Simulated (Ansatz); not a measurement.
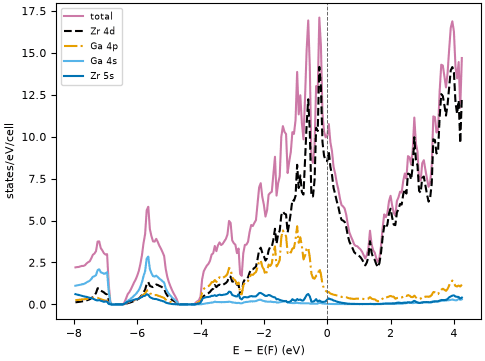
Figure: Total and projected density of states of Zr3Ga2 in space group P4/mbm (No. 127; Zr on 2a, Zr on 4h, Ga on 4g), plane-wave PAW r²SCAN (Ansatz code)

Which orbitals carry the states next to the Fermi level?

Within 0.5 eV of the Fermi level: Zr 4d 83 %, Ga 4p 11 %. Projections are on Löwdin-orthogonalised atomic valence shells; empty p or d shells of many metals are not among them.

The workflow started from a Materials Project entry (that database holds measured and hypothetical structures alike); the Crystallography Open Database files this formula in space group No. 127, but the cells were not matched. Its standing as an ambient phase is unchecked. The r²SCAN relaxation kept the symmetry of its start; whether a distortion lowers the energy is not shown. The run is not spin-polarised. Spin–orbit coupling is left out wherever it is not named.

Potentials: the earlier of the program's two PAW sets.
